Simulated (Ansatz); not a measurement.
# C2H6Al (SMILES [CH3][Al][CH3]): UMP2/def2-SVPD

Aim: the electronic atomisation energy of C2H6Al at UMP2/def2-SVPD, from 4 runs. 

The results are computed with Ansatz 0.2.0.

27 further runs of the same task are left out: 27 set aside as unsound or not needed.

## (1) The molecule

The species is C2H6Al (9 atoms), meant as a doublet with charge 0. SMILES: `[CH3][Al][CH3]`. The coordinates come from a PBE0-D4/def2-TZVP relaxation.

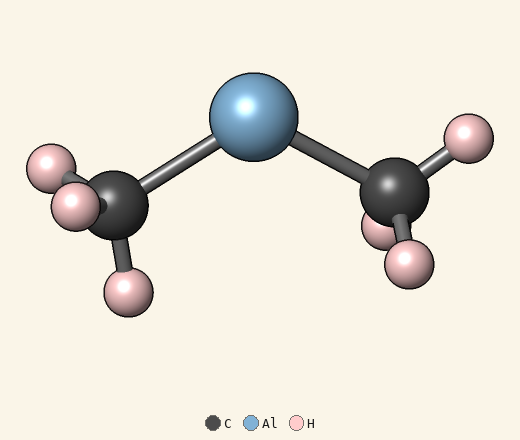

The structure, seen from a chosen angle (carbon dark grey, aluminium light blue, hydrogen pink).

## (2) A single-point energy at UMP2/def2-SVPD

The input, job.yaml:

```yaml
crystal:
  periodic: [false, false, false]
  atoms:
    - {symbol: C, position_ang: [-0.810700, 1.130600, -0.941500]}
    - {symbol: Al, position_ang: [0.731000, 0.705500, 0.211900]}
    - {symbol: C, position_ang: [0.877300, -1.111400, 0.957800]}
    - {symbol: H, position_ang: [-1.467800, 0.264500, -1.069000]}
    - {symbol: H, position_ang: [-0.481900, 1.460900, -1.931900]}
    - {symbol: H, position_ang: [-1.401500, 1.950000, -0.519700]}
    - {symbol: H, position_ang: [0.915300, -1.838200, 0.137400]}
    - {symbol: H, position_ang: [-0.021800, -1.337900, 1.543500]}
    - {symbol: H, position_ang: [1.748700, -1.270300, 1.594400]}
basis:
  gaussian:
    orbitals: def2-SVPD
total_charge: 0
magnetization:
  spin_polarized: true
  initial_magnetization: 1
correlation:
  method: mp2
  frozen_orbitals: {Al: 5, C: 1, H: 0}
accuracy: high
```

Run with:

```sh
$ ansatz run job.yaml --threads 1 --pin off --max-ram 3480MiB --events-out events.jsonl --progress --plain --runs-dir runs
```

Output:

```text
Warning: RAYON_NUM_THREADS=1 ignored (pool sized by the plan → 1); use --threads N
Functional definition: HF
  name "HF"
  exchange = exact_x
  correlation = 0
2260 factors; integrals over basis functions are off by at most 3.5e-9 eV
mean field evaluation 1: about -8731.2792 eV, gradient 2.2e1 eV
mean field evaluation 2: about -8731.2811 eV, gradient 2.2e1 eV
mean field evaluation 4: about -8734.4446 eV, gradient 2.3e0 eV
mean field evaluation 8: about -8734.5478 eV, gradient 4.6e-4 eV
mean field -8734.54766344 eV, -320.9887061423 hartree, gradient 2.5e-8 eV, S^2 0.753316; 0 other end points of the search recorded, 0 dependent functions left out
7 core orbitals not correlated: weight in the atoms' cores, before any rotation towards them, 1.000 or more for the frozen orbitals, at most 0.000 for the correlated occupied ones
reference -8734.54766344 eV, -320.9887061423 hartree; 9, 8 occupied and 96, 97 virtual orbitals, 2260 factors
second order -9.78966047 eV of doubles, -0.00000000 eV of singles
Total energy: -8744.33732391 eV, -321.3484695291 hartree
```

Wall time 4.5 s (1 thread of Arm Neoverse V2, shared host); peak memory 0.37 GiB.

## (3) The Al atom, same level

The input, molecule.yaml:

```yaml
crystal:
  periodic: [false, false, false]
  atoms:
    - {symbol: Al, position_ang: [0.000000, 0.000000, 0.000000]}
basis:
  gaussian:
    orbitals: def2-SVPD
magnetization:
  spin_polarized: true
  initial_magnetization: 1
correlation:
  method: mp2
  frozen_orbitals: {Al: 5}
accuracy: high
```

Run with:

```sh
$ ansatz run molecule.yaml --threads 1 --pin off --max-ram 3480MiB --events-out events.jsonl --progress --plain --runs-dir runs
```

Output:

```text
Warning: RAYON_NUM_THREADS=1 ignored (pool sized by the plan → 1); use --threads N
Functional definition: HF
  name "HF"
  exchange = exact_x
  correlation = 0
202 factors; integrals over basis functions are off by at most 1.9e-9 eV
mean field evaluation 1: about -6579.2868 eV, gradient 2.8e0 eV
mean field evaluation 2: about -6579.2869 eV, gradient 2.8e0 eV
mean field evaluation 4: about -6579.4611 eV, gradient 1.4e-1 eV
mean field evaluation 8: about -6579.4612 eV, gradient 8.5e-5 eV
mean field evaluation 16: about -6579.4612 eV, gradient 4.4e-3 eV
mean field evaluation 32: about -6579.4612 eV, gradient 1.4e-1 eV
mean field -6579.46119513 eV, -241.7907392022 hartree, gradient 7.4e-9 eV, S^2 0.767410; 5 other end points of the search recorded, 0 dependent functions left out
5 core orbitals not correlated: weight in the atoms' cores, before any rotation towards them, 1.000 or more for the frozen orbitals, at most 0.000 for the correlated occupied ones
reference -6579.46119513 eV, -241.7907392022 hartree; 2, 1 occupied and 17, 18 virtual orbitals, 202 factors
second order -0.83903773 eV of doubles, -0.00000000 eV of singles
Total energy: -6580.30023286 eV, -241.8215732701 hartree
```

Run time: 0.1 s. Hardware: 1 thread of Arm Neoverse V2, shared host.

## (4) The C atom, same level

The input, job.yaml:

```yaml
crystal:
  periodic: [false, false, false]
  atoms:
    - {symbol: C, position_ang: [0.000000, 0.000000, 0.000000]}
basis:
  gaussian:
    orbitals: def2-SVPD
magnetization:
  spin_polarized: true
  initial_magnetization: 2
correlation:
  method: mp2
  frozen_orbitals: {C: 1}
accuracy: high
```

Run the same way, it converges to -37.69976 Eh (log not shown).

## (5) The H atom: a single-point energy at UHF/def2-SVPD

The input, in.yaml:

```yaml
crystal:
  periodic: [false, false, false]
  atoms:
    - {symbol: H, position_ang: [0.000000, 0.000000, 0.000000]}
basis:
  gaussian: {orbitals: def2-SVPD}
total_charge: 0
magnetization: {spin_polarized: true, initial_magnetization: 1}
hamiltonian: {xc: hf}
accuracy: high
```

Run with:

```sh
$ ansatz run in.yaml --threads 1 --pin off --max-ram 3480MiB --events-out events.jsonl --progress --plain --runs-dir runs
```

Output:

```text
Warning: RAYON_NUM_THREADS=1 ignored (pool sized by the plan → 1); use --threads N
Functional definition: HF
  name "HF"
  exchange = exact_x
  correlation = 0
33 factors; integrals over basis functions are off by at most 2.1e-9 eV
mean field evaluation 1: about -13.5522 eV, gradient 1.6e0 eV
mean field evaluation 2: about -13.5522 eV, gradient 1.6e0 eV
mean field evaluation 4: about -13.5861 eV, gradient 1.4e-4 eV
mean field evaluation 8: about -13.5861 eV, gradient 7.9e-9 eV
mean field -13.58605754 eV, -0.4992784057 hartree, gradient 7.9e-9 eV, S^2 0.750000; 0 other end points of the search recorded, 0 dependent functions left out
reference -13.58605754 eV, -0.4992784057 hartree; 1, 0 occupied and 7, 8 virtual orbitals, 33 factors
Total energy: -13.58605754 eV, -0.4992784057 hartree
```

Run time: 0.04 s. Hardware: 1 thread of Arm Neoverse V2, shared host.

## (6) Outcome

At UMP2/def2-SVPD, 7 core orbitals frozen:

```
                                             quantity          value
                               molecule: total energy  -321.34847 Eh
molecule: correlation energy (7 core orbitals frozen)     -359.8 mEh
          molecule: ⟨S²⟩ of the reference determinant          0.753
                                Al atom: total energy  -241.82157 Eh
 Al atom: correlation energy (5 core orbitals frozen)      -30.8 mEh
           Al atom: ⟨S²⟩ of the reference determinant          0.767
                                 C atom: total energy   -37.69976 Eh
   C atom: correlation energy (1 core orbital frozen)      -53.5 mEh
            C atom: ⟨S²⟩ of the reference determinant          2.010
                                 H atom: total energy    -0.49928 Eh
                                         H atom: ⟨S²⟩          0.750
                        electronic atomisation energy      30.795 eV
```

**Reading.** Taking the molecule apart into free atoms costs 30.80 eV (710 kcal/mol), before zero-point energy and without spin-orbit coupling.
